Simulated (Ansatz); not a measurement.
## Electronic structure of H$_{10}$N$_{2}$Si$_{3}$···HF···F (doublet) in real space

Input file:

```
crystal:
  periodic: [false, false, false]
  atoms:
    - {symbol: Si, position_ang: [-0.010504, -0.242307, 1.391520]}
    - {symbol: N, position_ang: [1.477547, 0.313541, 0.450483]}
    - {symbol: Si, position_ang: [1.372058, 0.055629, -1.323027]}
    - {symbol: N, position_ang: [-1.341342, -0.245366, 0.313306]}
    - {symbol: Si, position_ang: [-2.202759, -1.582032, -0.374668]}
    - {symbol: H, position_ang: [0.321460, -1.694708, 1.595136]}
    - {symbol: H, position_ang: [0.376406, 2.534167, 1.163623]}
    - {symbol: F, position_ang: [-0.550896, 2.115729, 1.361116]}
    - {symbol: H, position_ang: [1.638852, 1.476629, 0.629053]}
    - {symbol: F, position_ang: [1.593515, 2.699679, 0.834804]}
    - {symbol: H, position_ang: [2.296859, -0.154019, 0.833024]}
    - {symbol: H, position_ang: [2.740043, 0.262690, -1.856076]}
    - {symbol: H, position_ang: [0.428938, 1.048336, -1.869427]}
    - {symbol: H, position_ang: [0.930364, -1.332312, -1.592969]}
    - {symbol: H, position_ang: [-1.741396, 0.676442, 0.185029]}
    - {symbol: H, position_ang: [-3.593104, -1.668358, 0.145132]}
    - {symbol: H, position_ang: [-1.460190, -2.818920, -0.030618]}
    - {symbol: H, position_ang: [-2.275649, -1.444620, -1.855441]}
basis:
  gaussian: {orbitals: def2-TZVPP}
magnetization: {spin_polarized: true, initial_magnetization: 1}
hamiltonian: {xc: pbe0, dispersion: d4}
output: {orbitals: {seedname: orbitals}}
```

Run with:

```sh
ansatz run in.yaml --threads 4 --pin off --events-out ev --progress --plain --max-ram 66560MiB --backend cuda --devices 0, --max-vram 37GiB
```

A transition-state structure; geometry: PBE0-D4/def2-TZVP.

All numbers below come from Ansatz 0.2.0, UKS PBE0-D4/def2-TZVPP.

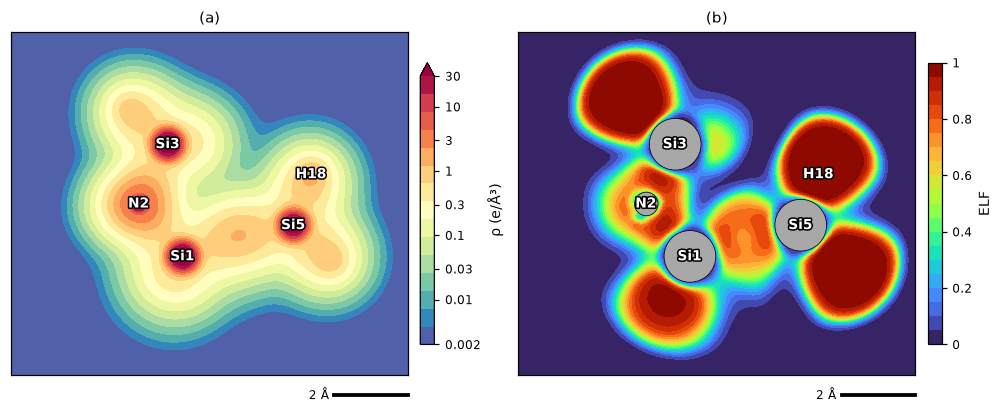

Figure 1. (a) electron density; (b) ELF on the plane of atoms Si1, N2 and Si3. Grey discs cover the atomic cores in the ELF map.

**Describe what can be read from this map.**

- The section cuts through Si, N and H sites.
- Si–N (1.80 Å): ρ at the midpoint is about 0.99 e/Å³; the ELF peaks at about 0.90 between the atoms; a shared but strongly polarised pair.
- Si–N (1.85 Å): the density is about 0.89 e/Å³ at the midpoint; the ELF peaks at about 0.90 between the atoms; a polar covalent bond.
- Si–H (1.49 Å): the density is about 0.8 e/Å³ at the midpoint; the ELF climbs to about 1 towards the hydrogen, as it does in any bond to H.
- The ELF also peaks beside Si1, away from the bonds: non-bonding electrons, paired or unpaired.

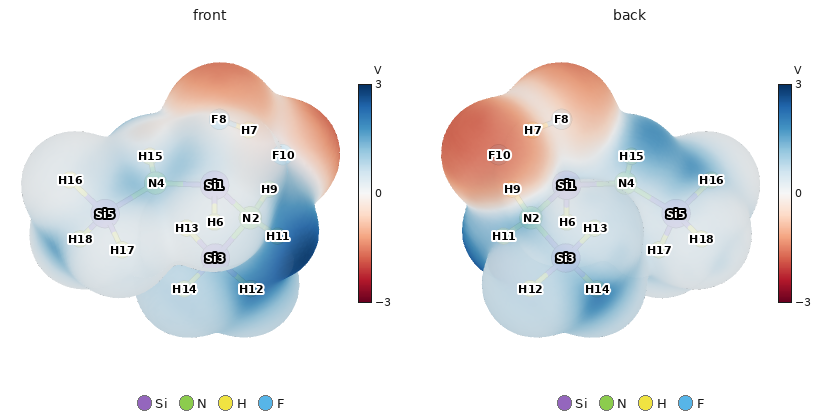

Figure 2. The electrostatic potential painted on the density surface at 0.002 e/bohr³, seen from the front and from behind; red is negative and blue positive.

**Where is the surface potential most negative and most positive?**

The most negative region (about −1.7 V) lies over F10, the most positive (about +2.7 V) over H11.

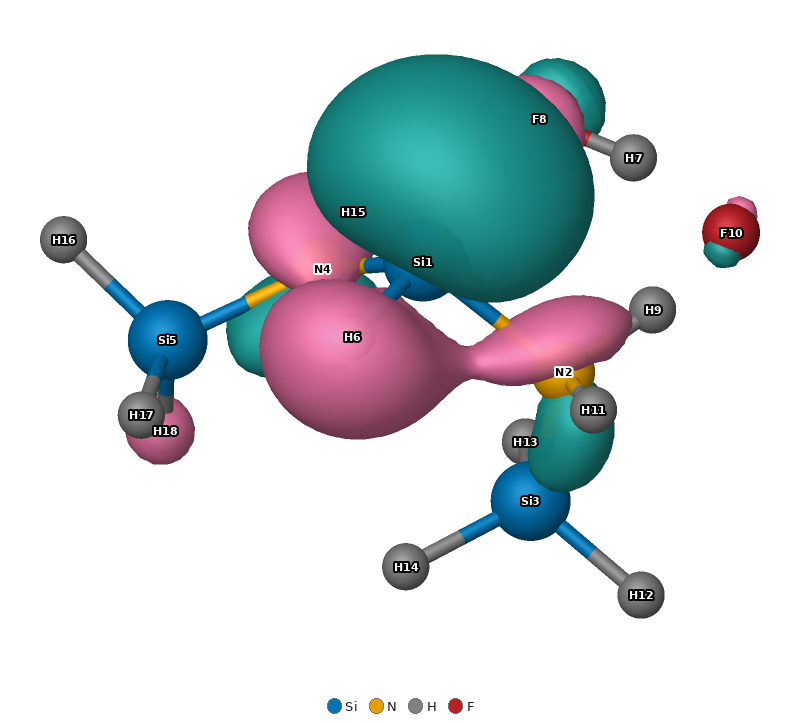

Figure 3. The HOMO (α) at ±0.1 Å⁻³ᐟ² (teal and pink are the two phases), seen across its widest extent.

**Describe this orbital and give its energy.**

By Hirshfeld shares it lies mainly on Si1 (about 65 %), H6 (about 10 %) and N4 (about 10 %). Its energy is −6.05 eV.
